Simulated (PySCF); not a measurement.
```yaml
atoms:
  - { symbol: C, position_ang: [-1.2801, -0.1434, 0.1212] }
  - { symbol: C, position_ang: [0.0054, -0.0033, -0.0052] }
  - { symbol: C, position_ang: [1.2909, 0.1348, -0.1328] }
  - { symbol: H, position_ang: [-1.9703, 0.4305, -0.4883] }
  - { symbol: H, position_ang: [-1.7006, -0.8380, 0.8405] }
  - { symbol: H, position_ang: [1.8539, -0.4764, -0.8302] }
  - { symbol: H, position_ang: [1.8383, 0.8652, 0.4536] }
```

Geometry: PBE0-D3(BJ)/def2-TZVP.

Level of theory: PBE0/aug-cc-pVTZ, SCF density, gas phase (PySCF 2.14.0).

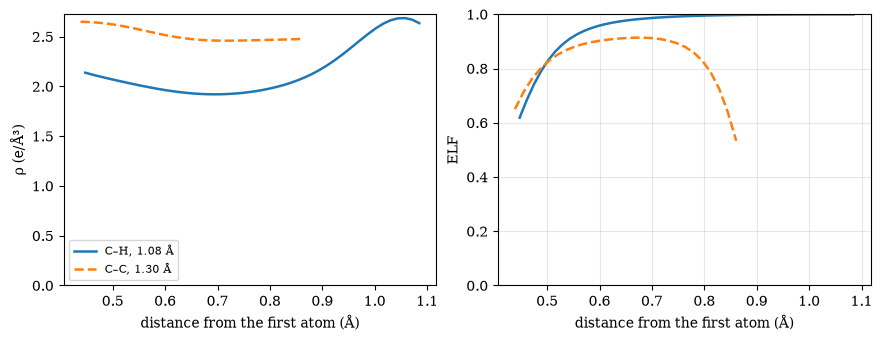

C3H4 (SMILES C=C=C). Total electron density and ELF along straight lines between neighbouring atoms. The curves leave out the atomic cores.

> What can be read from the curves?

C–H (1.08 Å): ρ at the midpoint is about 2 e/Å³; the ELF climbs to about 1 towards the hydrogen, as it does in any bond to H: an ordinary covalent bond to hydrogen.
C–C (1.30 Å): ρ at the midpoint is about 2.5 e/Å³; the ELF peaks at about 0.90 between the atoms (a multiple bond).
